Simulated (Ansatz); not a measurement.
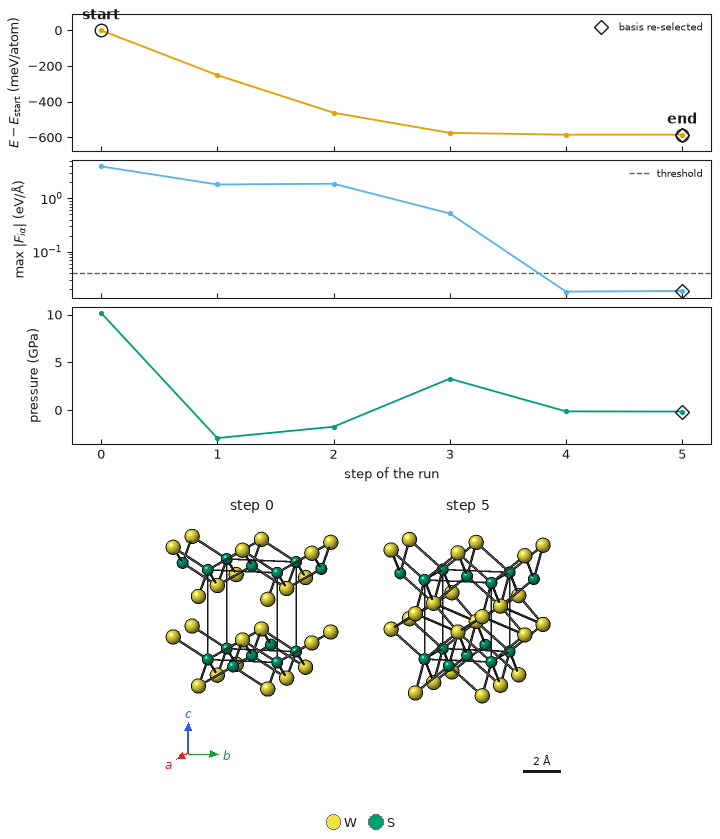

First and last geometry of a relaxation of solid WS (built on the litharge_129 type) (coarse preliminary run), with the history of the run. A ball-and-stick model of the cell of the calculation, seen slightly off an axis.

Case: litharge type (P4/nmm, No. 129).

Theory: DFT PBE, scalar-relativistic, plane waves, PAW in Ansatz. Settings: plane-wave cutoff 420 eV; k-point mesh 4 × 4 × 4; occupations gaussian; smearing width 0.1 eV; no spin polarisation; cell and atoms relaxed; force threshold 0.04 eV/Å; at most 70 steps.

Question: Did the run converge, and what did it change?

Answer: It converged. Over 4 accepted moves (5 points after the start) the energy falls by 585 meV per atom. Largest force component: 4 eV/Å at the start, 0.018 eV/Å at the end. Pressure: 10.19 GPa at the start and −0.15 GPa at the end. The SCF was repeated once at an unchanged geometry on a basis and grid sized afresh for the cell, which shifted the energy by 0.5 meV per atom at most. The largest moves relative to the cell, 0.55 Å, are those of W atoms. S stays in place. The drawn cell changes as follows: a = b 3.939 → 3.797 Å (−3.6 %), c 4.977 → 4.394 Å (−11.7 %); the volume changes by −18.0 %. Among the contacts that change: W–W 3.835 → 2.952 Å, S–W 2.291 → 2.472 Å. New bonds form: W–W (3.84 → 2.95 Å). Bond angles that change, for instance: S–W–S 118.6° → 100.3°, W–S–W 118.6° → 100.3°, W–S–W 105.1° → 114.2°. The space group stays P4/nmm (No. 129).

Limits of the set-up: the k-point mesh is coarse for a cell with partly filled bands.
